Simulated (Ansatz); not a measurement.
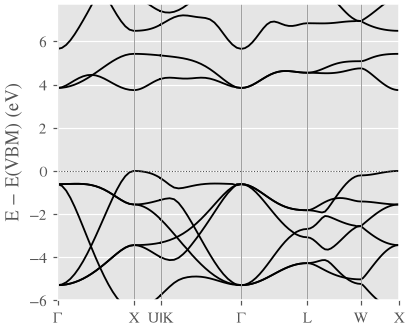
Band structure from the program Ansatz at the PBE level (PAW)

Question: Read off the gap and where the band edges lie.

Answer: About 3.7 eV (3.75 eV by a search for the band edges); maximum at X, minimum at X.

Question: Which compound is it?
A. HfO2, fluorite
B. SrTe, rock salt
C. PbF2, fluorite
D. RbBr, rock salt

Answer: A, HfO2, fluorite

Space group Fm-3m (fluorite). This is a known high-temperature phase of the composition, computed here at zero pressure and temperature. The cell was relaxed with PBE under the symmetry of its start; whether a distortion lowers the energy is not shown. No spin polarisation was allowed. Spin–orbit coupling is left out wherever it is not named.

Potentials: the later of the program's two PAW sets.
